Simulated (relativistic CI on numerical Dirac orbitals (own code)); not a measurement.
# Hf⁴⁺: L2,3 absorption multiplets

Aim: the L2,3 absorption spectrum of Hf⁴⁺ in 5 surroundings, from the same atomic integrals.

Method: Dirac-Coulomb-Breit CI, KLI orbitals optimised for each configuration, model QED (radiative potential, 1s self-energy scaled to tabulated hydrogen-like ionisation energies), multiplet model of core-to-valence dipole absorption. Code: relativistic CI on numerical Dirac orbitals (own code) version 1.

### Step 1. The system

- ion: Hf⁴⁺ (Hf V)
- nuclear charge: 72
- electrons: 68
- configurations: [Xe] 4f14 → [He] 2s2 2p5 3s2 3p6 3d10 4s2 4p6 4d10 4f14 5s2 5p6 5d
- magnetising field for the dichroism, Lz and Sz: exchange field 10 meV on Sz; these come from the lowest magnetised state alone (0 K)
- temperature of the isotropic spectrum: 300 K
- widths: Lorentz 3 eV, Gauss 1 eV
- surrounding 1: free ion
- surrounding 2: D4h, 10Dq = 55850, Ds = -760, Dt = 1070 cm⁻¹
- surrounding 3: D3d, 10Dq = 27600, Dsigma = 1070, Dtau = 260 cm⁻¹
- surrounding 4: D3d, 10Dq = 29650, Dsigma = 80, Dtau = -230 cm⁻¹
- surrounding 5: Oh, 10Dq = 64700 cm⁻¹

### Step 2. Surrounding 1: free ion

Settings, as recorded:

```ini
atom Hf  Z=72  charge=4  electrons=68
nucleus A=180  rms_radius_fm=5.3470
hamiltonian dirac-coulomb  breit=on  qed=on  c_scale=1
orbitals kli  potential=per-configuration
slater_scale 1
correlation none
mixing on
configurations
  [Xe] 4f14
  [He] 2s2 2p5 3s2 3p6 3d10 4s2 4p6 4d10 4f14 5s2 5p6 5d
end
absorption L2,3 T=300 lorentz=3.0 gauss=1
crystal_field free
```

Results of the run (chosen fields of its result record, rounded), shortened:

```text
status: converged
curve, one point in 2 above 2 % of the maximum [energy, isotropic, mcd, ld] [eV; bohr^2/eV]:
  - [9552.5, 1.159e-07, 5.275e-20, 2.799e-19]
  - [9553.5, 1.412e-07, 7.119e-20, 3.739e-19]
  - [9554.5, 1.755e-07, 9.909e-20, 5.143e-19]
  - [9555.5, 2.241e-07, 1.434e-19, 7.337e-19]
  - [9556.5, 2.955e-07, 2.18e-19, 1.095e-18]
  - [9557.5, 4.065e-07, 3.531e-19, 1.729e-18]
  - [9558.5, 5.915e-07, 6.205e-19, 2.933e-18]
  - [9559.5, 9.278e-07, 1.205e-18, 5.467e-18]
  - [9560.5, 1.602e-06, 2.49e-18, 1.147e-17]
  - [9561.5, 2.987e-06, 4.344e-18, 2.489e-17]
  - [9562.5, 4.939e-06, 2.654e-18, 2.464e-17]
  - [9563.5, 4.955e-06, -3.761e-18, -1.931e-17]
  - [9564.5, 2.985e-06, -4.091e-18, -2.635e-17]
  - [9565.5, 1.592e-06, -2.055e-18, -1.345e-17]
  - [9566.5, 9.226e-07, -9.946e-19, -6.411e-18]
  - [9567.5, 5.889e-07, -5.269e-19, -3.353e-18]
  - [9568.5, 4.052e-07, -3.08e-19, -1.933e-18]
  - [9569.5, 2.947e-07, -1.935e-19, -1.204e-18]
  - [9570.5, 2.236e-07, -1.293e-19, -7.971e-19]
  - [9571.5, 1.752e-07, -9.039e-20, -5.532e-19]
  - [9572.5, 1.409e-07, -6.557e-20, -3.99e-19]
  - [9573.5, 1.158e-07, -4.908e-20, -2.969e-19]
  - [10735, 1.282e-07, 4.918e-19, -1.23e-18]
  - [10736, 1.775e-07, 7.932e-19, -1.984e-18]
  - [10737, 2.602e-07, 1.385e-18, -3.463e-18]
  - [10738, 4.125e-07, 2.664e-18, -6.666e-18]
  - [10739, 7.22e-07, 5.615e-18, -1.403e-17]
  - [10740, 1.357e-06, 1.061e-17, -2.653e-17]
  - "... 8 more rows left out ..."
sticks, the strongest [energy, strength] [eV, bohr^2]:
  - [9561.85, 4.497e-07]
  - [9563.02, 2.67e-05]
  - [10741.36, 1.133e-05]
total [bohr^2]: 3.84773e-05
centroid [eV]: 9909.88
radial 2p5 5d [Ha, bohr]: {"<r^-3>(2p)": 15006.0, "<r^1>(2p)": 0.070914, "<r^2>(2p)": 0.0061702, "<r^4>(2p)": 7.6043e-05, "zeta(2p)": 28.862, "<r^-3>(5d)": 8.8733, "<r^1>(5d)": 1.7317, "<r^2>(5d)": 3.4277, "<r^4>(5d)": 18.738, "F2(2p,5d)": 0.026147, "G1(2p,5d)": 0.022055, "G3(2p,5d)": 0.013063, "zeta(5d)": 0.010819}
ground_degeneracy: 1
ground_Lz: 0.0
ground_Sz: 0.0
ground_S: 0.0
core_spin_orbit_splitting [eV]: 1204.58
branching_ratio: 0.705619
edge_boundary [eV]: 10152.2
mcd_integrals: [1.00037e-17, -2.93517e-17]
```

It took 0.14 s on 1 thread, shared host.

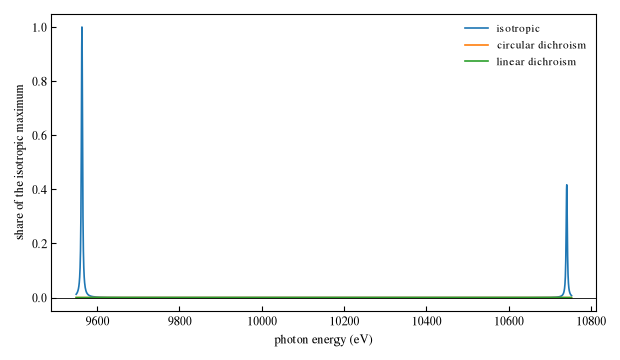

Thermal isotropic spectrum, and the dichroism of the lowest magnetised state alone (0 K, fully polarised).

### Step 3. Surrounding 2: D4h, 10Dq = 55850, Ds = -760, Dt = 1070

Settings: those of step 2 with these lines changed.

```diff
@@ -12,2 +12,2 @@
 absorption L2,3 T=300 lorentz=3.0 gauss=1
-crystal_field free
+crystal_field D4h 10Dq=55850 Ds=-760 Dt=1070
```

Result record:

```text
status: converged
curve, one point in 5 above 2 % of the maximum [energy, isotropic, mcd, ld] [eV; bohr^2/eV]:
  - [9547.5, 5.993e-08, -1.901e-20, -3.203e-09]
  - [9550, 8.894e-08, -3.665e-20, -6.277e-09]
  - [9552.5, 1.471e-07, -8.389e-20, -1.474e-08]
  - [9555, 2.953e-07, -2.554e-19, -4.705e-08]
  - [9557.5, 8.841e-07, -1.261e-18, -2.499e-07]
  - [9560, 2.782e-06, -2.636e-18, -6e-08]
  - [9562.5, 1.403e-06, 3.247e-18, 2.928e-07]
  - [9565, 1.892e-06, -6.304e-19, 2.683e-07]
  - [9567.5, 1.738e-06, 1.008e-19, -1.643e-07]
  - [9570, 4.507e-07, 3.955e-20, -2.64e-08]
  - [9572.5, 1.928e-07, 1.493e-20, -4.567e-09]
  - [9575, 1.083e-07, 8.449e-21, -9.414e-10]
  - [9577.5, 6.995e-08, 5.477e-21, -1.081e-10]
  - [10732, 7.791e-08, -6.602e-20, -8.463e-09]
  - [10734.5, 1.708e-07, -2.331e-19, -3.008e-08]
  - [10737, 5.943e-07, -1.311e-18, -1.763e-07]
  - [10739.5, 1.358e-06, 1.415e-18, 2.073e-07]
  - [10742, 4.982e-07, 8.665e-20, 9.597e-08]
  - [10744.5, 7.521e-07, -6.251e-19, 7.699e-08]
  - [10747, 4.701e-07, 8.081e-19, -5.502e-08]
  - [10749.5, 1.356e-07, 1.516e-19, -8.003e-09]
  - [10752, 6.341e-08, 4.515e-20, -1.577e-09]
sticks, the strongest [energy, strength] [eV, bohr^2]:
  - [9559.3, 2.742e-06]
  - [9560.49, 5.309e-06]
  - [9560.62, 4.125e-06]
  - [9566.15, 2.157e-06]
  - [9566.37, 7.136e-06]
  - [10738.52, 2.587e-06]
  - [10739.41, 2.429e-06]
  - [10745.5, 2.319e-06]
total [bohr^2]: 3.84773e-05
centroid [eV]: 9909.88
ground_degeneracy: 1
ground_Lz: 0.0
ground_Sz: 0.0
ground_S: 0.0
core_spin_orbit_splitting [eV]: 1204.58
branching_ratio: 0.705619
edge_boundary [eV]: 10152.4
mcd_integrals: [-1.83449e-17, -3.00856e-16]
```

Run time: 0.16 s. Hardware: 1 thread, shared host.

### Step 4. Surrounding 3: D3d, 10Dq = 27600, Dsigma = 1070, Dtau = 260

Settings: those of step 3 with these lines changed.

```diff
@@ -12,2 +12,2 @@
 absorption L2,3 T=300 lorentz=3.0 gauss=1
-crystal_field D4h 10Dq=55850 Ds=-760 Dt=1070
+crystal_field D3d 10Dq=27600 Dsigma=1070 Dtau=260
```

Result record:

```text
status: converged
curve, one point in 4 above 2 % of the maximum [energy, isotropic, mcd, ld] [eV; bohr^2/eV]:
  - [9548.5, 6.396e-08, 4.686e-20, 2.921e-09]
  - [9550.5, 8.714e-08, 7.271e-20, 4.742e-09]
  - [9552.5, 1.26e-07, 1.22e-19, 8.463e-09]
  - [9554.5, 1.99e-07, 2.289e-19, 1.738e-08]
  - [9556.5, 3.641e-07, 5.118e-19, 4.463e-08]
  - [9558.5, 8.699e-07, 1.537e-18, 1.624e-07]
  - [9560.5, 2.519e-06, 5.619e-18, 3.588e-07]
  - [9562.5, 2.69e-06, 1.715e-18, -1.766e-07]
  - [9564.5, 3.196e-06, -1.033e-18, -2.23e-07]
  - [9566.5, 1.481e-06, -5.939e-18, -1.171e-07]
  - [9568.5, 5.257e-07, -1.478e-18, -3.423e-08]
  - [9570.5, 2.599e-07, -5.103e-19, -1.39e-08]
  - [9572.5, 1.552e-07, -2.313e-19, -7.007e-09]
  - [9574.5, 1.035e-07, -1.238e-19, -4.033e-09]
  - [9576.5, 7.4e-08, -7.389e-20, -2.536e-09]
  - [10733, 8.409e-08, -8.778e-20, 7.126e-09]
  - [10735, 1.522e-07, -2.133e-19, 1.776e-08]
  - [10737, 3.523e-07, -7.156e-19, 6.175e-08]
  - [10739, 1.11e-06, -2.62e-18, 2.094e-07]
  - [10741, 1.37e-06, 2.009e-18, -1.565e-07]
  - [10743, 9.695e-07, 7.267e-19, -8.788e-08]
  - [10745, 6.465e-07, 8.55e-19, -3.942e-08]
  - [10747, 2.249e-07, 2.614e-19, -1.231e-08]
  - [10749, 1.08e-07, 9.593e-20, -5.227e-09]
  - [10751, 6.397e-08, 4.608e-20, -2.707e-09]
sticks, the strongest [energy, strength] [eV, bohr^2]:
  - [9560.99, 1.732e-06]
  - [9561.43, 2.45e-06]
  - [9561.5, 6.866e-06]
  - [9564.71, 4.223e-06]
  - [9564.74, 9.063e-06]
  - [10739.8, 2.142e-06]
  - [10740.3, 3.875e-06]
  - [10743.82, 2.525e-06]
total [bohr^2]: 3.84773e-05
centroid [eV]: 9909.88
ground_degeneracy: 1
ground_Lz: 0.0
ground_Sz: 0.0
ground_S: 0.0
core_spin_orbit_splitting [eV]: 1204.58
branching_ratio: 0.705619
edge_boundary [eV]: 10152.2
mcd_integrals: [-1.28701e-16, 1.21076e-16]
```

Run time: 0.16 s. Hardware: 1 thread, shared host.

### Step 5. Surrounding 4: D3d, 10Dq = 29650, Dsigma = 80, Dtau = -230

Settings: those of step 4 with these lines changed.

```diff
@@ -12,2 +12,2 @@
 absorption L2,3 T=300 lorentz=3.0 gauss=1
-crystal_field D3d 10Dq=27600 Dsigma=1070 Dtau=260
+crystal_field D3d 10Dq=29650 Dsigma=80 Dtau=-230
```

Result record:

```text
status: converged
curve, one point in 4 above 2 % of the maximum [energy, isotropic, mcd, ld] [eV; bohr^2/eV]:
  - [9548.5, 6.392e-08, 6.619e-20, -4.016e-12]
  - [9550.5, 8.706e-08, 1.045e-19, -5.873e-11]
  - [9552.5, 1.258e-07, 1.794e-19, -2.275e-10]
  - [9554.5, 1.985e-07, 3.483e-19, -8.086e-10]
  - [9556.5, 3.619e-07, 8.201e-19, -3.283e-09]
  - [9558.5, 8.585e-07, 2.662e-18, -1.738e-08]
  - [9560.5, 2.557e-06, 8.819e-18, -1.907e-08]
  - [9562.5, 2.674e-06, -2.029e-19, 1.282e-07]
  - [9564.5, 3.183e-06, -4.029e-18, -4.221e-08]
  - [9566.5, 1.484e-06, -5.662e-18, -3.913e-08]
  - [9568.5, 5.262e-07, -1.473e-18, -9.445e-09]
  - [9570.5, 2.6e-07, -5.35e-19, -3.184e-09]
  - [9572.5, 1.553e-07, -2.51e-19, -1.391e-09]
  - [9574.5, 1.035e-07, -1.377e-19, -7.163e-10]
  - [9576.5, 7.4e-08, -8.375e-20, -4.123e-10]
  - [10732.5, 7.412e-08, 1.674e-20, -1.493e-10]
  - [10734.5, 1.284e-07, 5.248e-20, -6.067e-10]
  - [10736.5, 2.74e-07, 2.112e-19, -2.965e-09]
  - [10738.5, 8.268e-07, 1.013e-18, -1.507e-08]
  - [10740.5, 1.568e-06, -1.224e-18, 5.374e-08]
  - [10742.5, 9.359e-07, -3.367e-18, 5.303e-09]
  - [10744.5, 8.229e-07, 1.972e-18, -2.452e-08]
  - [10746.5, 2.853e-07, 9.418e-19, -6.025e-09]
  - [10748.5, 1.267e-07, 2.279e-19, -1.808e-09]
  - [10750.5, 7.199e-08, 7.837e-20, -7.336e-10]
sticks, the strongest [energy, strength] [eV, bohr^2]:
  - [9560.82, 1.895e-06]
  - [9561.38, 6.246e-06]
  - [9561.42, 3.761e-06]
  - [9564.73, 4.344e-06]
  - [9564.74, 8.929e-06]
  - [10740.1, 4.7e-06]
  - [10740.15, 2.419e-06]
  - [10743.83, 2.537e-06]
total [bohr^2]: 3.84773e-05
centroid [eV]: 9909.88
ground_degeneracy: 1
ground_Lz: 0.0
ground_Sz: 0.0
ground_S: 0.0
core_spin_orbit_splitting [eV]: 1204.58
branching_ratio: 0.705619
edge_boundary [eV]: 10152.3
mcd_integrals: [-1.71983e-16, 5.20994e-16]
```

Run time: 0.16 s. Hardware: 1 thread, shared host.

### Step 6. Surrounding 5: Oh, 10Dq = 64700

Settings: those of step 5 with these lines changed.

```diff
@@ -12,2 +12,2 @@
 absorption L2,3 T=300 lorentz=3.0 gauss=1
-crystal_field D3d 10Dq=29650 Dsigma=80 Dtau=-230
+crystal_field Oh 10Dq=64700
```

Result record:

```text
status: converged
curve, one point in 5 above 2 % of the maximum [energy, isotropic, mcd, ld] [eV; bohr^2/eV]:
  - [9547.5, 6.417e-08, -2.513e-20, 1.131e-19]
  - [9550, 9.777e-08, -5.283e-20, 2.075e-19]
  - [9552.5, 1.692e-07, -1.347e-19, 4.526e-19]
  - [9555, 3.702e-07, -4.755e-19, 1.337e-18]
  - [9557.5, 1.3e-06, -2.823e-18, 6.781e-18]
  - [9560, 2.793e-06, 3.307e-18, -1.488e-18]
  - [9562.5, 8.84e-07, 2.047e-18, -1.99e-18]
  - [9565, 9.921e-07, 2.12e-18, 2.273e-18]
  - [9567.5, 2.497e-06, -9.768e-19, -5.409e-18]
  - [9570, 7.208e-07, -1.493e-18, -4.307e-18]
  - [9572.5, 2.48e-07, -2.816e-19, -9.602e-19]
  - [9575, 1.261e-07, -8.65e-20, -3.532e-19]
  - [9577.5, 7.744e-08, -3.523e-20, -1.702e-19]
  - [10731, 6.94e-08, -1.05e-19, -3.574e-19]
  - [10733.5, 1.464e-07, -2.946e-19, -1.146e-18]
  - [10736, 4.749e-07, -1.388e-18, -6.273e-18]
  - [10738.5, 1.437e-06, -6.66e-19, 4.268e-18]
  - [10741, 4.462e-07, 4.319e-19, 5.143e-18]
  - [10743.5, 3.049e-07, -4.172e-19, -9.636e-19]
  - [10746, 8.221e-07, -6.769e-19, -5.104e-18]
  - [10748.5, 3.655e-07, 1.991e-18, 3.516e-18]
  - [10751, 1.116e-07, 3.861e-19, 6.275e-19]
sticks, the strongest [energy, strength] [eV, bohr^2]:
  - [9558.9, 1.138e-08]
  - [9559.03, 3.751e-06]
  - [9559.61, 1.126e-05]
  - [9567.08, 3.037e-07]
  - [9567.38, 1.183e-05]
  - [10738.35, 7.147e-06]
  - [10746.5, 4.18e-06]
total [bohr^2]: 3.84773e-05
centroid [eV]: 9909.88
ground_degeneracy: 1
ground_Lz: 0.0
ground_Sz: 0.0
ground_S: 0.0
core_spin_orbit_splitting [eV]: 1204.58
branching_ratio: 0.705619
edge_boundary [eV]: 10152.9
mcd_integrals: [-1.86888e-16, -1.13902e-15]
```

Run time: 0.15 s. Hardware: 1 thread, shared host.

### Step 7. Comparison

| surrounding | ground S | Lz (0 K) | Sz (0 K) | centroid (eV) | share of the lower edge | up to four highest peaks (% of the highest), eV |
| --- | --- | --- | --- | --- | --- | --- |
| 1: free | 0.00 | 0.00 | 0.00 | 9909.88 | 0.706 | 9563.0 (100), 10741.5 (42) |
| 2: D4h | 0.00 | 0.00 | 0.00 | 9909.88 | 0.706 | 9560.5 (100), 9566.0 (92), 10739.0 (49), 10745.5 (31) |
| 3: D3d | 0.00 | 0.00 | 0.00 | 9909.88 | 0.706 | 9561.5 (96), 9564.5 (100), 10740.0 (49), 10743.5 (31) |
| 4: D3d | 0.00 | 0.00 | 0.00 | 9909.88 | 0.706 | 9561.5 (97), 9564.5 (100), 10740.0 (50), 10743.5 (31) |
| 5: Oh | 0.00 | 0.00 | 0.00 | 9909.88 | 0.706 | 9559.5 (100), 9567.5 (83), 10738.5 (48), 10746.5 (29) |

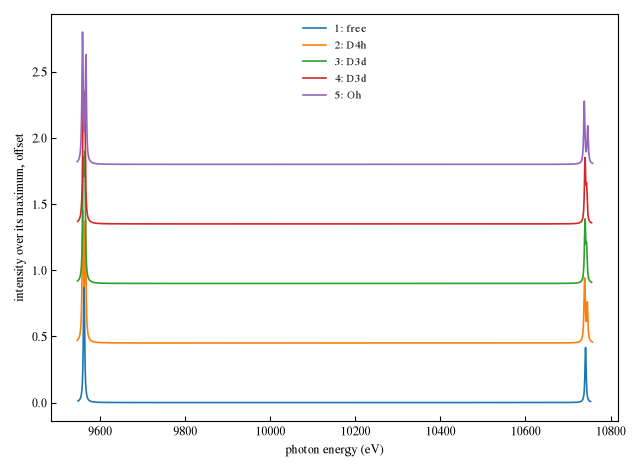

The spectra, each scaled to its maximum and offset.

### Step 8. Results

| quantity | value |
| --- | --- |
| highest peak, first run | 9563.0 eV |
| ground spin (effective S from ⟨S²⟩) | 0.00 |
| share of the lower edge | 0.706 |
| core spin-orbit splitting (without Breit) | 1204.58 eV |

The lower edge takes 0.71 of the intensity in surrounding 1, above the statistical 0.67. The position of the maximum differs by up to 5.0 eV between the surroundings, by shifts of peaks or by peaks exchanging rank. Edge positions are free-ion values and differ from those in solids by a few eV or more.
